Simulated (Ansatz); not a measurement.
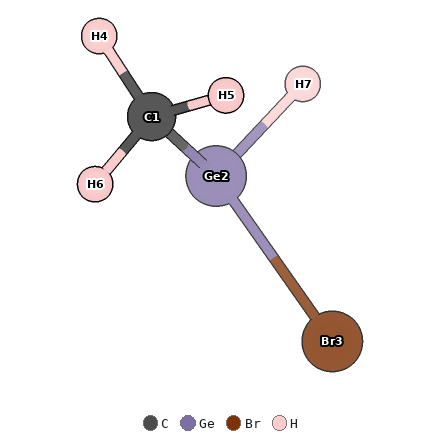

The system is CH₄BrGe, SMILES [CH3][GeH][Br], spin multiplicity 2; the picture shows the reference structure. The first coordinate is: umbrella angle at Ge2 (between each of its bonds and their common axis; 90 is planar); the second: change of the bonds Ge2–C1, Ge2–Br3, Ge2–H7, all alike. Nothing is relaxed (all other coordinates rigid). The scan uses an 11 × 11 grid. Points are written as (first, second). Energies: eV, counted from the relaxed molecule at the same level. Energies and slopes of some neighbouring points disagree (a jump in structure or state, or too coarse a mesh). The calculation used UKS PBE-D4/def2-SVP in Ansatz 0.2.0.

Its coordinates:

```yaml
atoms:
  - { symbol: C, position_ang: [-0.6744, 0.4936, -0.3687] }
  - { symbol: Ge, position_ang: [0.9961, -0.5588, -0.2174] }
  - { symbol: Br, position_ang: [0.5605, -2.3598, 1.2274] }
  - { symbol: H, position_ang: [-0.4934, 1.3783, -1.0106] }
  - { symbol: H, position_ang: [-0.9757, 0.8250, 0.6456] }
  - { symbol: H, position_ang: [-1.4788, -0.1258, -0.8074] }
  - { symbol: H, position_ang: [2.1269, 0.2795, 0.4854] }
```

Range: umbrella angle at Ge2 (between each of its bonds and their common axis; 90 is planar) from 57.0 to 123.0°; change of the bonds Ge2–C1, Ge2–Br3, Ge2–H7, all alike from −0.216 to 0.335 Å.

Question: What will the energy surface look like?

Answer: The lowest grid point is at (109.8°, 0.004 Å), 0.0043 eV from the relaxed molecule at the same level. Other grid points that lie below all their neighbours: (70.2°, 0.004 Å) (0.034 eV higher). The highest grid point, (57.0°, −0.216 Å), lies 2.31 eV above the lowest.

```
second ↓, first →  57.0  63.6  70.2  76.8  83.4  90.0  96.6  103.2  109.8  116.4  123.0
            0.335  1.51  1.35  1.35  1.51  1.82  2.20  1.82   1.51   1.34   1.34   1.49
            0.279  1.22  1.03  1.02  1.19  1.52  1.98  1.52   1.18   1.01   1.01   1.19
            0.224  0.96  0.74  0.72  0.89  1.24  1.62  1.24   0.89   0.71   0.72   0.93
            0.169  0.75  0.49  0.46  0.63  0.98  1.29  0.98   0.62   0.44   0.47   0.70
            0.114  0.59  0.30  0.25  0.41  0.74  1.00  0.74   0.40   0.22   0.26   0.53
            0.059  0.50  0.17  0.10  0.25  0.56  0.78  0.56   0.23   0.07   0.13   0.43
            0.004  0.52  0.14  0.04  0.17  0.46  0.64  0.45   0.15   0.00   0.08   0.44
           −0.051  0.67  0.23  0.10  0.21  0.47  0.62  0.46   0.19   0.06   0.16   0.57
           −0.106  0.98  0.48  0.31  0.40  0.62  0.75  0.61   0.37   0.26   0.40   0.86
           −0.161  1.51  0.94  0.72  0.78  0.97  1.08  0.95   0.74   0.66   0.84   1.37
           −0.216  2.31  1.65  1.39  1.41  1.56  1.65  1.53   1.35   1.31   1.54   2.14
```

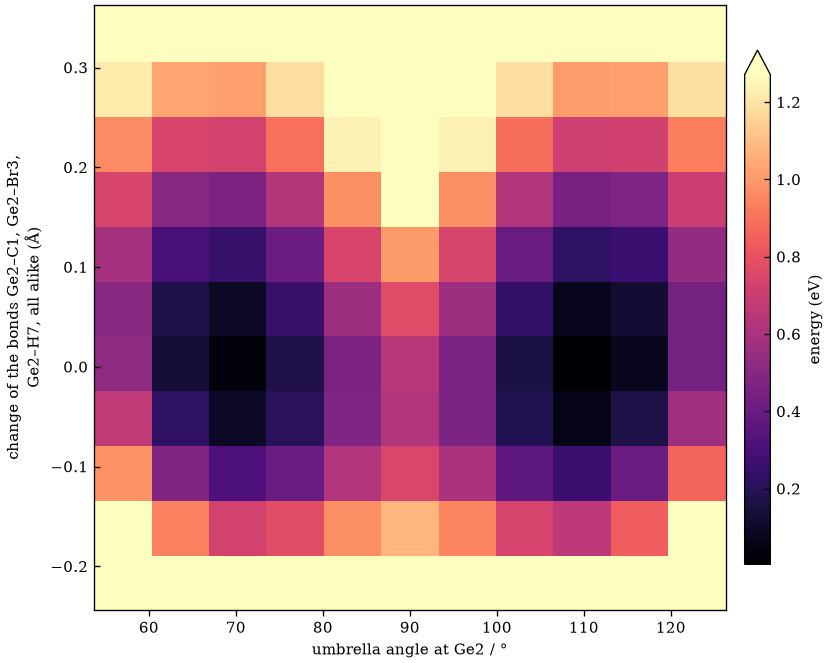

In the figure: one coloured cell a grid point, one colour for all values above the top of the scale.

Time for the 121 points that were run: 13 min on 1 thread of Arm Neoverse V2, with other jobs on the host.
